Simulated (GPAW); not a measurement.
Consider InP (zinc-blende (GaP)1-x(InP)x, x = 1, F-43m).

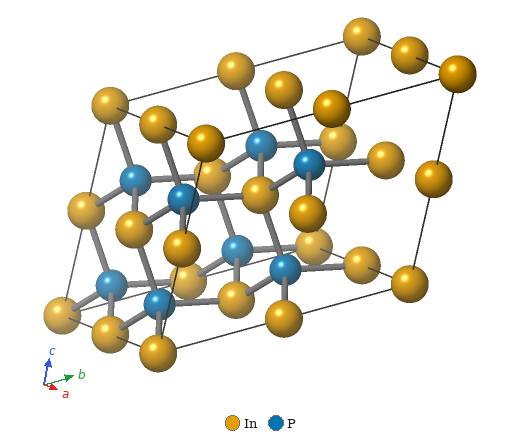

The structure (indium orange, phosphorus blue). Bonds to atoms that aren't drawn are left out. Some periodic images of atoms are drawn too.

```xyz
16
Lattice="0.0000 5.8690 5.8690 5.8690 0.0000 5.8690 5.8690 5.8690 0.0000" Properties=species:S:1:pos:R:3 pbc="T T T"
In    0.0000    0.0000    0.0000
P     1.4672    1.4672    1.4672
In    2.9345    2.9345    0.0000
P     4.4017    4.4017    1.4672
In    2.9345    0.0000    2.9345
P     4.4017    1.4672    4.4017
In    5.8690    2.9345    2.9345
P     7.3362    4.4017    4.4017
In    0.0000    2.9345    2.9345
P     1.4672    4.4017    4.4017
In    2.9345    5.8690    2.9345
P     4.4017    7.3362    4.4017
In    2.9345    2.9345    5.8690
P     4.4017    4.4017    7.3362
In    5.8690    5.8690    5.8690
P     7.3362    7.3362    7.3362
```

Absorber: atom 2, with 4 In at 2.54 Å (tetrahedral). Method: GPAW, LDA, excited-electron core hole (neutral cell), 16-atom cell with 8.3 Å between holes, 4×4×4 k points, dipole transitions, Gaussian full width 0.9 eV up to 4 eV, rising linearly to 3.5 eV at 25 eV.

Predict the near-edge structure at the P K edge.

Main maxima up to 24 eV above the zero (height): 2.5 eV (1.77), 4.0 eV (2.18), 6.4 eV (1.58) and 13.2 eV (1.09). A K edge sees empty p states on the absorber. The total-energy difference is 2146.89 eV. One term is added: -15.84 eV, since the hole is spin-paired here and a spin-polarised one costs that much less in the free atom (computed apart). The photon energy is then 2131.05 eV. The functional leaves an error in such absolute values: in the free atom LDA prices this hole 8.5 eV below PBE (computed apart), and PBE is itself good to a few eV.

The P K spectrum (energy from the bottom of the conduction band, which holds the excited electron; intensity scaled to a mean of 1 over the first 20 eV):

```tsv
E (eV)	intensity
-2.0	0.00
-0.5	0.00
1.0	0.59
2.5	1.77
4.0	2.18
5.5	1.23
7.0	1.26
8.5	1.02
10.0	0.51
11.5	0.79
13.0	1.09
14.5	0.98
16.0	0.74
17.5	0.58
19.0	0.66
20.5	0.74
22.0	0.82
23.5	1.05
25.0	1.11
26.5	0.94
28.0	0.88
```

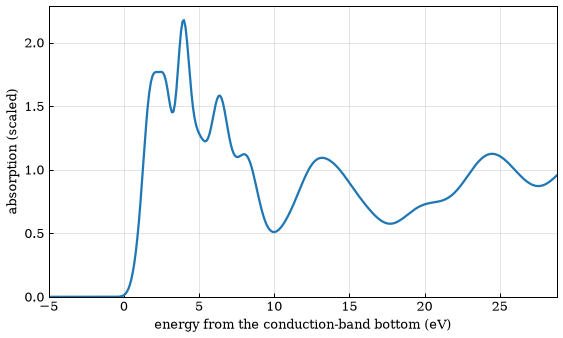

The P K edge.

The mesh is coarse (0.23 Å⁻¹ between points), so small maxima may be mesh ripples. Lifetime broadening is put in by hand, and intensities beyond about 20 eV depend on it and on the partial waves.

[Banner, clock and machine lines of the logs are left out without a mark of their own.]

[Logs are printed without paths, hosts, clocks, repeated set-up lines and the standing remarks that a program may print on its own settings, such as how far it seeks lower states.]

[Hosts, paths, dates, database ids (printed as entryN), source tags and the programs' standing remarks are cut or masked in the printed files.]

[Lists of maxima count a maximum above −3 eV only where it reaches 4 % of the highest in the window and stands out from its surroundings by 2 % of it (1.5 % where it reaches 55 %); shoulders and weaker maxima are passed over, and of the rest the first, up to two pre-edge ones and the few strongest are named.]
